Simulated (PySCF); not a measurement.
Input

```
{"job": {"kind": "uv", "xc": "wB97X-D", "basis": "def2-SVPD", "ip": false, "nstates": 10}, "charge": 0, "multiplicity": 1}
Si    -0.016336     0.013009     0.007155
Si    -0.014953    -0.023522     2.349590
H      0.778643    -1.194865     2.835897
H     -1.412413    -0.136553     2.872076
H      0.599366     1.231437     2.883381
Si     2.195835     0.019248    -0.761698
H      2.220230     0.086439    -2.255828
H      2.887865    -1.233308    -0.325365
H      2.939154     1.195451    -0.213005
Si    -1.122397     1.926085    -0.768162
H     -2.543747     1.926481    -0.302702
H     -1.103023     1.959406    -2.263429
H     -0.444751     3.154604    -0.249379
Si    -1.076433    -1.912526    -0.803881
H     -0.429967    -3.128056    -0.219037
H     -0.960440    -1.975140    -2.293863
H     -2.525179    -1.908771    -0.431500
```

Command:

```sh
OMP_NUM_THREADS=1 python probes_run.py task.json out
```

Geometry: PBE0-D3(BJ)/def2-SVP.

Level of theory: PySCF 2.14.0, wB97X-D/def2-SVPD, SCF density, gas phase.

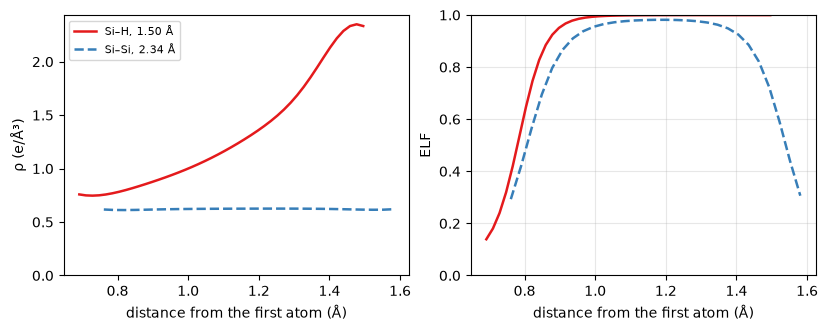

H12Si5 (SMILES [SiH3][Si]([SiH3])([SiH3])[SiH3]). Electron density and electron localisation function along straight lines between neighbouring atoms. The curves leave out the atomic cores.

**Compare the contacts.**

Si–H (1.50 Å): ρ is about 0.75 e/Å³ halfway; the ELF climbs to about 1 towards the hydrogen, as it does in any bond to H.
Si–Si (2.34 Å): the density is about 0.63 e/Å³ at the midpoint; the ELF peaks at about 1 between the atoms (localised, covalent bonding).
